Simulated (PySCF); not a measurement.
Run report: CH5AlClN, energy and gradient calculation

The run: energy and gradient calculation of CH5AlClN, SMILES [CH3][Al]([NH2])[Cl]. Method and program: HF/6-31G*, RHF (PySCF 2.14.0).

The geometry comes from this level: PBE0-D4/def2-TZVP.

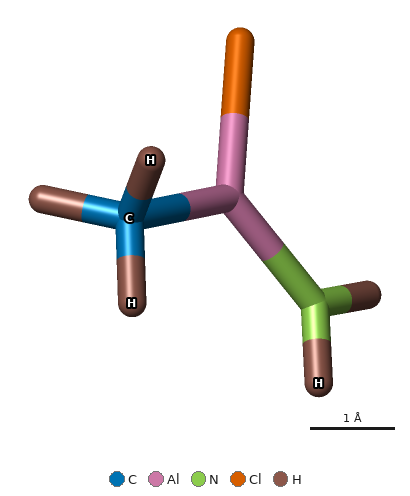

*The structure (stick view, seen at a tilt). Sticks mark near contacts.*

Bond lengths as drawn: Al–C 1.94 Å, Al–Cl 2.11 Å, Al–N 1.76 Å, C–H 1.09 Å and H–N 1.01 Å.

Summary

```json
{"quantity": "outcome", "value": "converged"}
{"quantity": "total energy", "value": "−796.731425 hartree"}
{"quantity": "basis functions", "value": "74"}
{"quantity": "largest force", "value": "0.604 eV/Å"}
{"quantity": "HOMO", "value": "−10.95 eV"}
{"quantity": "LUMO", "value": "2.95 eV"}
{"quantity": "dipole moment", "value": "2.79 D"}
{"quantity": "hardware", "value": "1 thread of Intel Xeon @ 2.50GHz (Skylake/Cascade Lake), 189 GiB of memory available, shared host"}
{"quantity": "wall time", "value": "23 s"}
{"quantity": "peak memory", "value": "0.15 GiB"}
```

The input (job.py)
```python
import pyscf.grad
from pyscf import gto

mol = gto.Mole()
mol.atom = '''
C     -0.389095     2.572295    -1.151977
Al    -0.357347    -1.017429    -0.439739
N      1.106624    -2.361591     2.226664
Cl    -2.137280    -3.584244    -2.908289
H      0.514383     2.969138    -2.968004
H      0.592807     3.661533     0.301600
H     -2.327009     3.278864    -1.281612
H      1.135725    -4.223727     2.616893
H      2.028810    -1.382335     3.572149
'''
mol.spin = 0
mol.charge = 0
mol.max_memory = 1860
mol.unit = 'bohr'
mol.verbose = 4
mol.basis = '6-31g*'
mol.build()

mf = mol.RHF()
mf.conv_tol = 1e-10
mf.kernel()
if not mf.converged:
    mf = mf.newton().run(mf.mo_coeff, mf.mo_occ)

etot = mf.e_tot
print('E = %.10f Eh' % etot)
grad = mf.Gradients().kernel()
dip = mf.dip_moment()
pop, q = mf.mulliken_pop()
```

Command:
```bash
OMP_NUM_THREADS=1 python job.py
```

Log
```
PySCF version 2.14.0

[INPUT] num. atoms = 9
[INPUT] num. electrons = 48
[INPUT] charge = 0
[INPUT] spin (= nelec alpha-beta = 2S) = 0
[INPUT] symmetry False subgroup None
[INPUT] Mole.unit = bohr
[INPUT] Symbol           X                Y                Z      unit          X                Y                Z       unit  Magmom
[INPUT]  1 C     -0.205900206883   1.361199893763  -0.609599975904 AA   -0.389095000000   2.572295000000  -1.151977000000 Bohr   0.0
[INPUT]  2 Al    -0.189099888791  -0.538400240529  -0.232699857553 AA   -0.357347000000  -1.017429000000  -0.439739000000 Bohr   0.0
[INPUT]  3 N      0.585600201857  -1.249700138714   1.178299845176 AA    1.106624000000  -2.361591000000   2.226664000000 Bohr   0.0
[INPUT]  4 Cl    -1.130999869355  -1.896700243177  -1.539000261569 AA   -2.137280000000  -3.584244000000  -2.908289000000 Bohr   0.0
[INPUT]  5 H      0.272199761285   1.571200165677  -1.570600078719 AA    0.514383000000   2.969138000000  -2.968004000000 Bohr   0.0
[INPUT]  6 H      0.313699954874   1.937599820632   0.159599846813 AA    0.592807000000   3.661533000000   0.301600000000 Bohr   0.0
[INPUT]  7 H     -1.231400132406   1.735100106506  -0.678199863642 AA   -2.327009000000   3.278864000000  -1.281612000000 Bohr   0.0
[INPUT]  8 H      0.600999787872  -2.235100073547   1.384800139016 AA    1.135725000000  -4.223727000000   2.616893000000 Bohr   0.0
[INPUT]  9 H      1.073600017287  -0.731500179857   1.890299844811 AA    2.028810000000  -1.382335000000   3.572149000000 Bohr   0.0

nuclear repulsion = 193.520624394516
number of shells = 38
number of NR pGTOs = 176
number of NR cGTOs = 74
basis = 6-31g*
ecp = {}

******** <class 'pyscf.scf.hf.RHF'> ********
method = RHF
initial guess = minao
damping factor = 0
level_shift factor = 0
DIIS = <class 'pyscf.scf.diis.CDIIS'>
diis_start_cycle = 1
diis_space = 8
diis_damp = 0
SCF conv_tol = 1e-10
SCF conv_tol_grad = None
SCF max_cycles = 50
direct_scf = True
direct_scf_tol = 1e-13
Set gradient conv threshold to 1e-05
Initial guess from minao.
init E= -796.855593528222
  HOMO = -0.310986201143345  LUMO = 0.0242001697996739  gap/eV = 9.12089
cycle= 1 E= -796.683842484639  delta_E= 0.172  |g|= 0.364  |ddm|=  2.4
  HOMO = -0.376908823068755  LUMO = 0.10444023803145  gap/eV = 13.09818
cycle= 2 E= -796.725605964252  delta_E= -0.0418  |g|= 0.136  |ddm|= 0.527
  HOMO = -0.414350260760761  LUMO = 0.107086494695992  gap/eV = 14.18902
cycle= 3 E= -796.73071816759  delta_E= -0.00511  |g|= 0.0434  |ddm|= 0.146
  HOMO = -0.40007466100258  LUMO = 0.108861628187394  gap/eV = 13.84886
cycle= 4 E= -796.731384338124  delta_E= -0.000666  |g|= 0.00998  |ddm|= 0.0601
  HOMO = -0.402526425641639  LUMO = 0.1083316815044  gap/eV = 13.90116
cycle= 5 E= -796.731420800695  delta_E= -3.65e-05  |g|= 0.00218  |ddm|= 0.0145
  HOMO = -0.402405483239126  LUMO = 0.108387698752305  gap/eV = 13.89939
cycle= 6 E= -796.731424461834  delta_E= -3.66e-06  |g|= 0.000603  |ddm|= 0.00518
  HOMO = -0.402480973418441  LUMO = 0.108342386052869  gap/eV = 13.90021
cycle= 7 E= -796.73142475797  delta_E= -2.96e-07  |g|= 0.000153  |ddm|= 0.00156
  HOMO = -0.402461380896871  LUMO = 0.108361642597012  gap/eV = 13.90020
cycle= 8 E= -796.731424776717  delta_E= -1.87e-08  |g|= 3.76e-05  |ddm|= 0.000414
  HOMO = -0.402460464883651  LUMO = 0.108360851485773  gap/eV = 13.90016
cycle= 9 E= -796.731424777462  delta_E= -7.46e-10  |g|= 1.09e-05  |ddm|= 6.62e-05
  HOMO = -0.402459056855849  LUMO = 0.108360995353343  gap/eV = 13.90012
cycle= 10 E= -796.731424777546  delta_E= -8.37e-11  |g|= 3.13e-06  |ddm|= 2.4e-05
  HOMO = -0.402458945350513  LUMO = 0.108361120204155  gap/eV = 13.90012
```

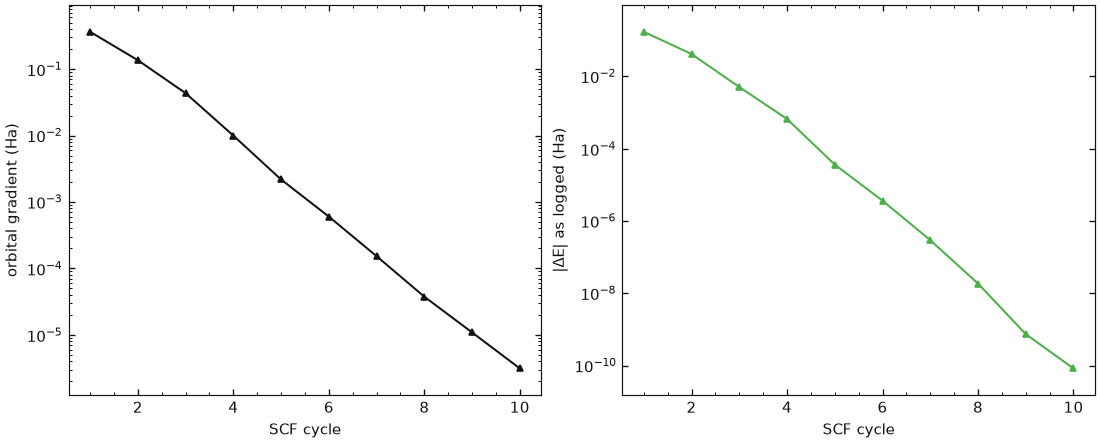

*Convergence of the self-consistent field: orbital gradient and size of the energy change against the SCF cycle.*

The residual falls at every step.

```
Extra cycle  E= -796.731424777553  delta_E= -6.59e-12  |g|= 1.32e-06  |ddm|= 5.36e-06
converged SCF energy = -796.731424777553
E = -796.7314247776 Eh

******** <class 'pyscf.grad.rhf.Gradients'> for <class 'pyscf.scf.hf.RHF'> ********
unit = Eh/Bohr
--------------- RHF gradients ---------------
         x                y                z
0 C     0.0007626596    -0.0081190815     0.0027575961
1 Al    -0.0012369216     0.0019005962    -0.0024284204
2 N    -0.0049525516     0.0053791397    -0.0091857667
3 Cl     0.0021980415     0.0029620380     0.0031032377
4 H     0.0017701489    -0.0004010409    -0.0038162721
5 H     0.0021731014     0.0014583084     0.0033910454
6 H    -0.0042266157     0.0002480354    -0.0002742494
7 H    -0.0003100140    -0.0080505163     0.0009724179
8 H     0.0038221514     0.0046225210     0.0054804115
----------------------------------------------
Dipole moment(X, Y, Z, Debye):  1.37413,  1.34484,  2.02248
 ** Mulliken pop  **
pop of  0 C 1s            1.99758
pop of  0 C 2s            0.63244
pop of  0 C 3s            0.72712
pop of  0 C 2px           0.66696
pop of  0 C 2py           0.71252
pop of  0 C 2pz           0.67158
pop of  0 C 3px           0.42906
pop of  0 C 3py           0.52531
pop of  0 C 3pz           0.42936
pop of  0 C 3dxy          0.00472
pop of  0 C 3dyz          0.00479
pop of  0 C 3dz^2         0.00760
pop of  0 C 3dxz          0.00798
pop of  0 C 3dx2-y2       0.00538
pop of  1 Al 1s           1.99973
pop of  1 Al 2s           1.99897
pop of  1 Al 3s           0.63590
pop of  1 Al 4s           0.02616
pop of  1 Al 2px          1.99125
pop of  1 Al 2py          1.99376
pop of  1 Al 2pz          1.99279
pop of  1 Al 3px          0.21204
pop of  1 Al 3py          0.48131
pop of  1 Al 3pz          0.33050
pop of  1 Al 4px          0.05444
pop of  1 Al 4py          0.00445
pop of  1 Al 4pz          0.02072
pop of  1 Al 3dxy         0.04094
pop of  1 Al 3dyz         0.07025
pop of  1 Al 3dz^2        0.06326
pop of  1 Al 3dxz         0.04194
pop of  1 Al 3dx2-y2      0.04784
pop of  2 N 1s            1.99760
pop of  2 N 2s            0.74441
pop of  2 N 3s            0.88057
pop of  2 N 2px           0.88344
pop of  2 N 2py           0.75503
pop of  2 N 2pz           0.83674
pop of  2 N 3px           0.80324
pop of  2 N 3py           0.53267
pop of  2 N 3pz           0.63743
pop of  2 N 3dxy          0.00168
pop of  2 N 3dyz          0.00522
pop of  2 N 3dz^2         0.00260
pop of  2 N 3dxz          0.00377
pop of  2 N 3dx2-y2       0.00599
pop of  3 Cl 1s           1.99970
pop of  3 Cl 2s           1.99828
pop of  3 Cl 3s           1.33970
pop of  3 Cl 4s           0.60967
pop of  3 Cl 2px          1.99401
pop of  3 Cl 2py          1.99382
pop of  3 Cl 2pz          1.99385
pop of  3 Cl 3px          1.20801
pop of  3 Cl 3py          1.20030
pop of  3 Cl 3pz          1.19826
pop of  3 Cl 4px          0.65456
pop of  3 Cl 4py          0.59109
pop of  3 Cl 4pz          0.60471
pop of  3 Cl 3dxy         0.00234
pop of  3 Cl 3dyz         0.00389
pop of  3 Cl 3dz^2        0.00122
pop of  3 Cl 3dxz         0.00208
pop of  3 Cl 3dx2-y2      0.00117
pop of  4 H 1s            0.51018
pop of  4 H 2s            0.30003
pop of  5 H 1s            0.51269
pop of  5 H 2s            0.30507
pop of  6 H 1s            0.51019
pop of  6 H 2s            0.29991
pop of  7 H 1s            0.49068
pop of  7 H 2s            0.12895
pop of  8 H 1s            0.49252
pop of  8 H 2s            0.13408
 ** Mulliken atomic charges  **
charge of    0C =     -0.82240
charge of    1Al =      0.99374
charge of    2N =     -1.09039
charge of    3Cl =     -0.39667
charge of    4H =      0.18979
charge of    5H =      0.18224
charge of    6H =      0.18991
charge of    7H =      0.38038
charge of    8H =      0.37341
```

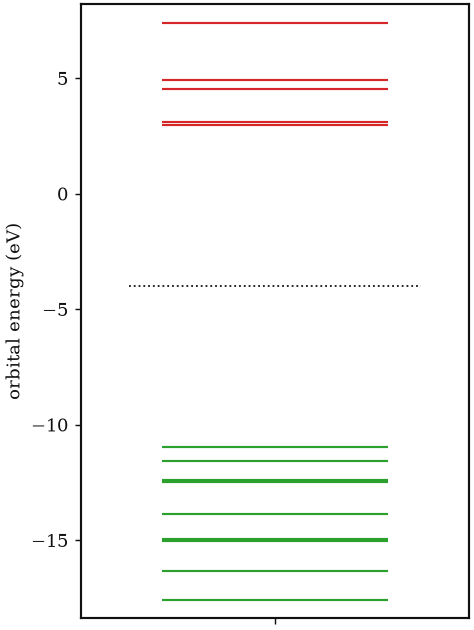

*Orbital energies near the frontier; the dotted line parts filled from empty levels, and levels within 0.02 eV of each other stand side by side.*

Highest filled −10.95 eV, lowest empty 2.95 eV, 13.90 eV apart.
